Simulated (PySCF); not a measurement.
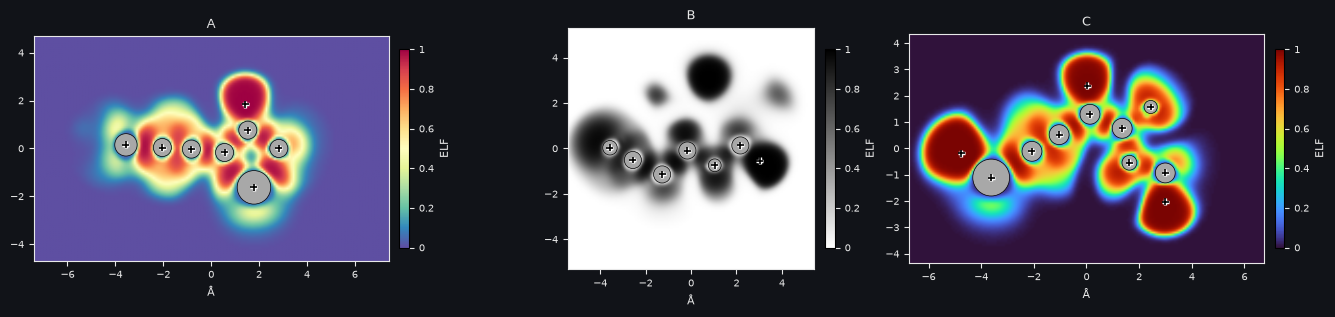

The electron localisation function of 3 systems, each on a plane through atoms (crosses mark nuclei in the plane; grey discs cover the cores).

The calculation used PBE0/pcSseg-1, SCF density, gas phase, non-relativistic in PySCF 2.14.0.

System 1: C5H7FOSi (SMILES CO/C(F)=C\C#C[SiH3]), the plane of atoms F4, C3 and C5. Geometry: GFN2-xTB.

```yaml
atoms:
  - { symbol: C, position_ang: [-2.8077, 1.1875, 0.4826] }
  - { symbol: O, position_ang: [-1.5208, 0.6201, 0.3235] }
  - { symbol: C, position_ang: [-0.9922, -0.0268, 1.3640] }
  - { symbol: F, position_ang: [-1.7698, -0.0615, 2.4697] }
  - { symbol: C, position_ang: [0.2058, -0.6177, 1.3829] }
  - { symbol: C, position_ang: [1.0708, -0.6244, 0.2760] }
  - { symbol: C, position_ang: [1.8433, -0.6519, -0.6549] }
  - { symbol: Si, position_ang: [2.9926, -0.6752, -2.0938] }
  - { symbol: H, position_ang: [-3.0395, 1.6556, -0.4712] }
  - { symbol: H, position_ang: [-3.5532, 0.4205, 0.7107] }
  - { symbol: H, position_ang: [-2.8133, 1.9397, 1.2765] }
  - { symbol: H, position_ang: [0.5287, -1.1132, 2.2855] }
  - { symbol: H, position_ang: [2.3241, -1.3448, -3.2134] }
  - { symbol: H, position_ang: [3.3236, 0.7076, -2.4501] }
  - { symbol: H, position_ang: [4.2031, -1.4076, -1.7099] }
```

System 2: C6H11NO2Si, the plane of atoms O10, C9 and H21. Geometry: GFN2-xTB.

```xyz
21

N     3.7123    1.0861   -0.7963
C     3.1364    0.2922   -0.2090
C     2.3756   -0.6981    0.5011
C     0.8723   -0.5359    0.1993
O     0.3954    0.6383    0.8089
C    -0.1475    1.6352   -0.0465
C    -1.5411    1.2226   -0.5070
Si   -2.1349   -0.1008    0.7389
C    -1.1506   -1.7157    0.4061
O     0.2360   -1.6493    0.7244
H     2.5205   -0.5797    1.5768
H     2.6926   -1.6989    0.2010
H     0.7135   -0.4783   -0.8966
H    -0.1965    2.5234    0.5861
H     0.5426    1.8348   -0.8756
H    -1.5100    0.8060   -1.5150
H    -2.2026    2.0846   -0.5457
H    -3.5265   -0.4334    0.4014
H    -2.0112    0.3325    2.1258
H    -1.2555   -2.0156   -0.6477
H    -1.5299   -2.5332    1.0178
```

System 3: C5H7BO2Si (SMILES OB(O)C#CC1=CC[SiH2]1), the plane of atoms C8, C7 and H12. Geometry: GFN2-xTB.

```xyz
16

O     3.7199   -0.1540    1.7518
B     3.1770   -0.2647    0.5197
O     3.9968   -0.6066   -0.5222
C     1.6847   -0.0055    0.3317
C     0.5088    0.2265    0.1456
C    -0.8542    0.4257   -0.0609
C    -1.5776    1.5612   -0.0651
C    -2.9939    1.1388   -0.3406
Si   -2.3642   -0.6822   -0.4110
H     4.6606   -0.3312    1.7689
H     3.5784   -0.6736   -1.3777
H    -1.2415    2.5751    0.0918
H    -3.6814    1.3997    0.4642
H    -3.3971    1.5684   -1.2581
H    -2.4200   -1.3375   -1.7170
H    -2.8038   -1.5638    0.6675
```

**Match each panel to its system.**

Panel A is system 3, C5H7BO2Si: the plane holds B, C, Si and H. C–C (1.21 Å): the ELF peaks at about 0.85 between the atoms (a multiple bond). Panel B is system 2, C6H11NO2Si: the plane holds N, C, O and H. C–N (1.14 Å): the ELF peaks at about 0.85 between the atoms; a multiple bond. Panel C is system 1, C5H7FOSi: the plane holds C, O, F, Si and H. C–C (1.21 Å): the ELF peaks at about 0.85 between the atoms (a multiple bond).
